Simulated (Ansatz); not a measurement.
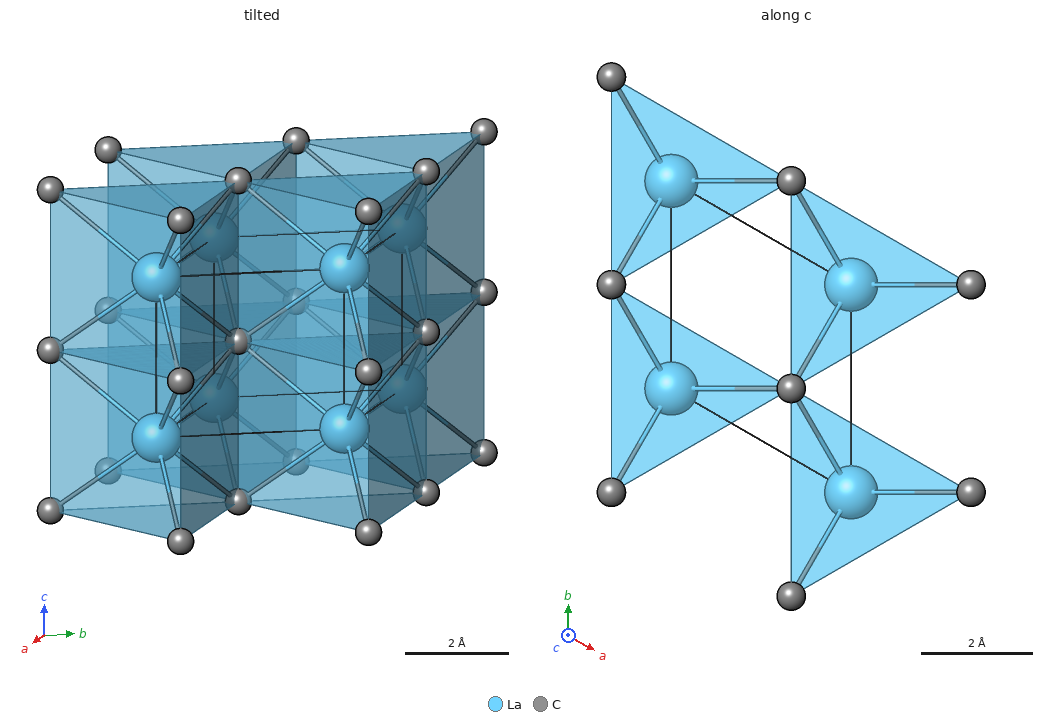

Polyhedral representation of a periodic structure, projected slightly off an axis and along the c axis. Thin lines show the conventional unit cell, with boundary atoms drawn in all their periodic places. A few atoms beyond the faces are included.

LaC, tungsten carbide (WC) type, space group P-6m2 (No. 187), a = 3.762 Å, b = 3.762 Å, c = 3.212 Å, α = 90.00°, β = 90.00°, γ = 120.00°. Source of the structure: a structure type filled with these elements by a generator (whether the compound takes this form wasn't checked). Earlier steps of the study, as a rule a relaxation of our own, may have changed the cell and positions, so they can lie some per cent off the listed ones. It was run through Ansatz as a DFT input.

This one geometry was computed with Ansatz (DFT, plane waves, PAW) at four levels of theory: PBE with spin-orbit coupling, r2SCAN, PBEsol and LDA.

### Which level gives the highest pressure at this volume, and what does that say about its equilibrium volume?

Highest: PBE with spin-orbit coupling (-0.1 GPa) and r2SCAN (0.1 GPa), which points to the largest equilibrium volume. Lowest, with the smallest volume: LDA (-5.9 GPa). Levels within 0.5 GPa of each other can't be told apart.

### How does the band gap change with the level of theory?

All levels give a metal.

### Collect the results in a table.

| level | cutoff (eV) | k-mesh of the run's cell | gap (eV) | pressure (GPa) |
| --- | --- | --- | --- | --- |
| PBE with spin-orbit coupling | 420 | 10×10×10 | metal | -0.1 |
| r2SCAN | 500 | 10×10×10 | metal | 0.1 |
| PBEsol | 420 | 10×10×10 | metal | -3.8 |
| LDA | 420 | 10×10×10 | metal | -5.9 |

Gaps are taken on the k-mesh or band path of each run.
